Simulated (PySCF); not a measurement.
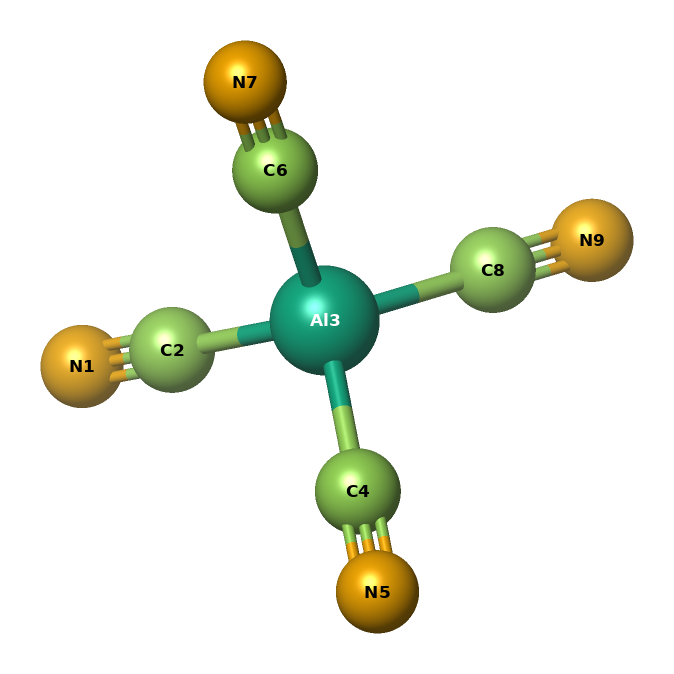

State: charge −1, singlet. Computed geometry: PBE0-D3(BJ)/def2-SVP optimisation. No frequency run is at hand to confirm it as a minimum. Method: delta-SCF UKS SCAN, pcX-2 on the ionised atom, pcseg-1 elsewhere, spin-free X2C (PySCF 2.14.0).

Give the core-electron binding energies (to vacuum; p and d levels without spin–orbit splitting) of N1 1s, C2 1s, Al3 1s, Al3 2p.

| atom | level | binding energy (eV) |
| --- | --- | --- |
| N1 | 1s | 401.7 |
| C2 | 1s | 288.1 |
| Al3 | 1s | 1564.4 |
| Al3 | 2p | 77.9 |
